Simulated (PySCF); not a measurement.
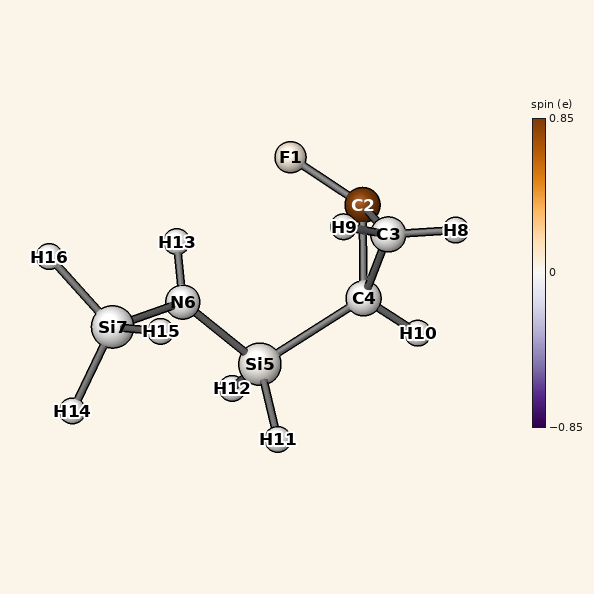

Atoms are coloured by their Mulliken spin populations. The species is neutral and a spin doublet. Computed geometry: GFN2-xTB optimisation. No frequency run is at hand to confirm it as a minimum. Level of theory: UKS B3LYP, pcH-1 on C F H N Si, non-relativistic (PySCF 2.14.0).

Give the Mulliken spin populations atom by atom.

| atom | value (e) |
| --- | --- |
| F1 | 0.06 |
| C2 | 0.83 |
| C3 | 0.01 |
| C4 | 0.01 |
| Si5 | 0.02 |
| N6 | 0.00 |
| Si7 | 0.00 |
| H8 | 0.02 |
| H9 | 0.01 |
| H10 | 0.02 |
| H11 | 0.01 |
| H12 | 0.00 |
| H13 | 0.00 |
| H14 | 0.00 |
| H15 | 0.00 |
| H16 | 0.00 |

Mulliken values depend strongly on the basis set. The geometry is semi-empirical. Around Si such bond lengths and angles can be off by a tenth of an ångström or more and by several degrees, and values that hang on the shape move with them.
